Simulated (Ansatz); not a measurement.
```yaml
atoms:
  - { symbol: F, position_ang: [1.3580, -0.8789, 0.7983] }
  - { symbol: C, position_ang: [0.5870, -0.1850, -0.1480] }
  - { symbol: S, position_ang: [0.6178, -0.9567, -1.7868] }
  - { symbol: Si, position_ang: [-1.1984, -0.1842, 0.5610] }
  - { symbol: Cl, position_ang: [-2.3918, 1.1449, -0.5034] }
  - { symbol: H, position_ang: [1.8274, -0.4670, -2.1849] }
  - { symbol: H, position_ang: [0.9848, 0.8506, -0.2223] }
  - { symbol: H, position_ang: [-1.7628, -1.5687, 0.4585] }
  - { symbol: H, position_ang: [-1.1187, 0.2639, 1.9881] }
```

Level of theory: UKS PBE/def2-SVP in Ansatz.

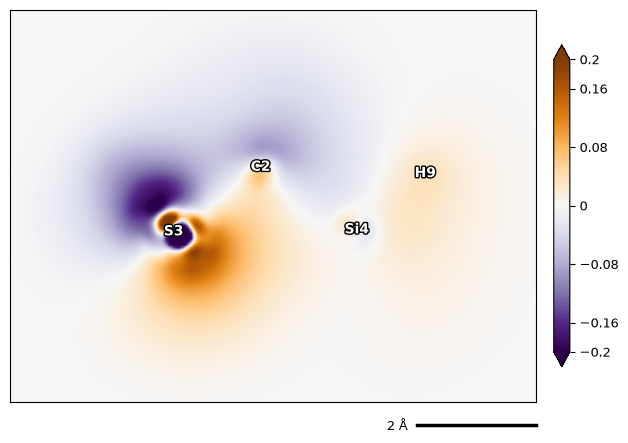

CH4ClFSSi. The HOMO on the plane of atoms S3, C2 and Si4 (values in Å⁻³ᐟ²; the overall sign is arbitrary).

> What is the character of this orbital?

By Hirshfeld shares it lies mainly on S3 (about 85 %); largely a lone pair of S3. Its energy is −6.29 eV.
